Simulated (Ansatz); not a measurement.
**CH₆Si···H₂S: density, localisation and related maps**

Input file:

```
crystal:
  periodic: [false, false, false]
  atoms:
    - { symbol: Si, position_ang: [0.192632, -0.010984, 0.136833] }
    - { symbol: C, position_ang: [0.149049, -0.045809, 2.021325] }
    - { symbol: H, position_ang: [-0.55998, -0.793709, 2.425539] }
    - { symbol: H, position_ang: [1.149745, -0.324147, 2.405568] }
    - { symbol: H, position_ang: [-0.097535, 0.944537, 2.450282] }
    - { symbol: H, position_ang: [1.589782, -0.362277, -0.310129] }
    - { symbol: H, position_ang: [-0.133815, 1.335929, -0.432083] }
    - { symbol: H, position_ang: [-0.713675, -1.046663, -0.465193] }
    - { symbol: S, position_ang: [-3.009206, 0.766831, 0.84438] }
    - { symbol: H, position_ang: [-3.183489, -0.505268, 0.390714] }
    - { symbol: H, position_ang: [-2.127009, 0.35036, 1.825765] }
basis:
  gaussian: { orbitals: "6-31G*" }
hamiltonian:
  xc: pbe
  dispersion: d4
relax:
  f_tol: 0.03
  max_steps: 50
output:
  orbitals: {}
```

Run with:

```sh
ansatz run input.yaml --threads 1 --pin off --max-ram 2048MiB --backend cpu --events-out ev --progress --plain --runs-dir out
```

The fields are those of the run's last geometry, not of the input's.

These are results of Ansatz, RKS PBE-D4/6-31G*, not measurements.

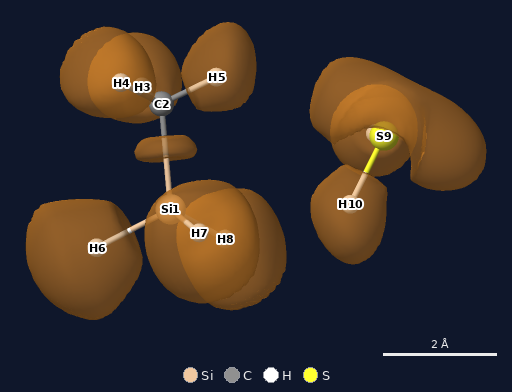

Figure 1. Isosurface of the ELF at 0.85 (orange), seen across its widest extent. Only the valence region is drawn (cores and ρ < 0.01 e/Å³ removed).

> Describe the localisation domains.

At this value the surface marks out one region between bonded C–Si atoms (shared pairs), eight regions around hydrogen nuclei and one region wrapped around S (its lone pairs, merged into a ring or cap). Along the contacts the grid gives the following. Si1···H10 (3.22 Å): the ELF dips to about 0 between them (a weak contact between the two molecules). C–Si (1.89 Å): the ELF peaks at about 0.95 between the atoms; a shared electron pair.

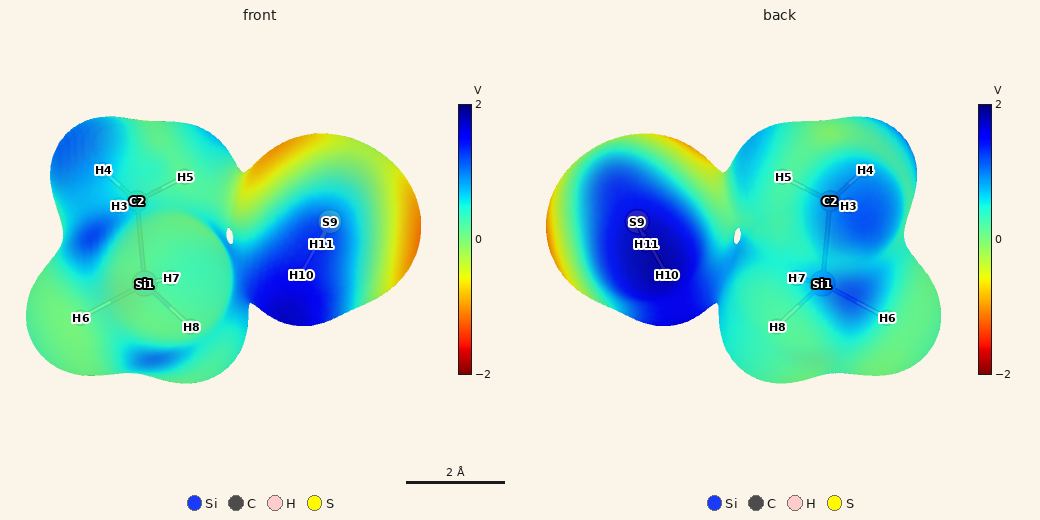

Figure 2. The electrostatic potential painted on the density surface at 0.004 e/bohr³, seen from the front and from behind; red is negative and blue positive.

> Which sites attract a positive test charge, and which a negative one?

A positive charge is drawn to the negative regions and a negative charge to the positive ones. The most negative region (about −1.1 V, or −25 kcal/mol for a unit charge) lies over S9, the most positive (about +1.8 V, or +42 kcal/mol for a unit charge) over H11.

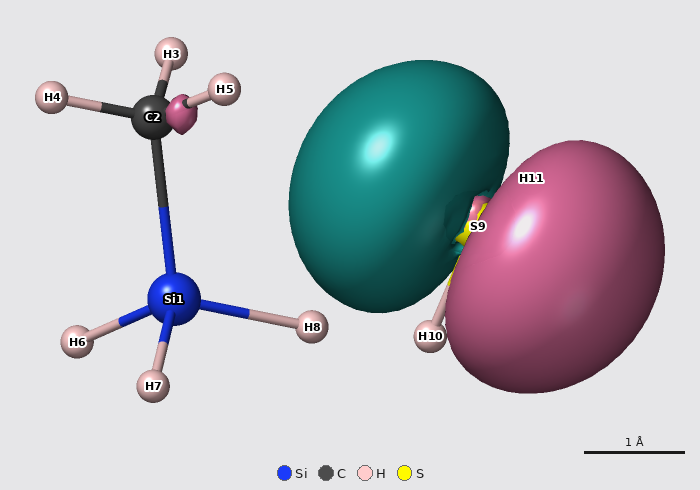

Figure 3. The HOMO at ±0.1 Å⁻³ᐟ² (teal and pink are the two phases), seen at a tilt.

> Where does this orbital lie, and at what energy?

It lies mainly on S9 (about 90 %); largely a lone pair of S9. Its energy is −6.16 eV.
